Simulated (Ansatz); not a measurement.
Computed with PBE (plane waves to 420 eV, PAW; Ansatz, an electronic-structure program).

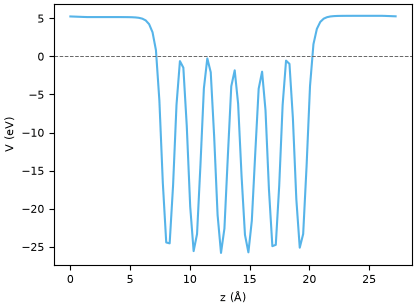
Fig. 1. Plane-averaged electrostatic potential energy along the normal, in eV from the Fermi level, for a constructed model of the (111) surface of fcc Rh, a layer of Re in place of the third plane (bottom of the slab: a bare face, its two planes held)

Set-up: 6 atoms, 11.2 Å thick at the start with caps and adatoms (thin: gaps and levels are the slab's own); mesh 16x16x1; 0.1 eV smearing; dipole correction on; 2 atoms held, the rest relaxed; symmetry of the start imposed; no spin, no spin-orbit, no U. In PBE it lies 0.25 eV a 1x1 cell over the lowest computed structure of the same composition (a layer of Re in place of the second plane).

The vacuum level lies 5.33 eV above the Fermi level over the top face and 5.17 eV above it under the bottom face.
